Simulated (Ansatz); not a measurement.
```yaml
atoms:
  - { symbol: F, position_ang: [-0.3236, 0.8736, -2.2410] }
  - { symbol: Si, position_ang: [-0.4201, 0.3974, -0.6834] }
  - { symbol: H, position_ang: [-0.0733, -1.0472, -0.6134] }
  - { symbol: H, position_ang: [-1.8117, 0.6245, -0.2100] }
  - { symbol: H, position_ang: [0.5415, 1.2053, 0.1133] }
```

Geometry: PBE0-D3(BJ)/pcseg-1.

Theory: isolated molecule in a Gaussian basis; Kohn-Sham density functional theory, functional PBE0 (Ansatz).

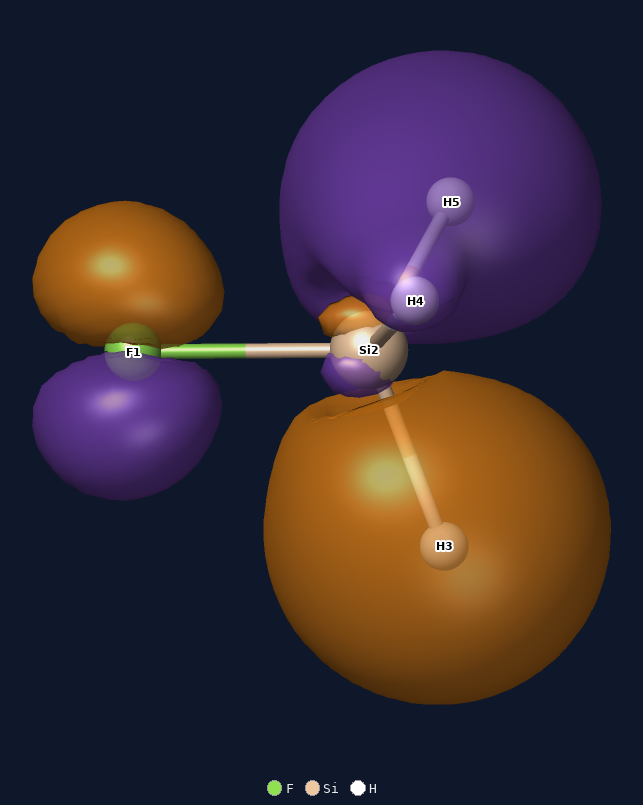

FH3Si. The HOMO at ±0.1 Å⁻³ᐟ² (orange and purple are the two phases), seen across its widest extent.

Question: Where does this orbital lie, and at what energy?

Answer: By Hirshfeld shares it lies mainly on Si2 (about 35 %), H3 (about 30 %), H5 (about 20 %) and F1 (about 15 %). It is one of a degenerate set, so its orientation is arbitrary. Its energy is −9.83 eV.
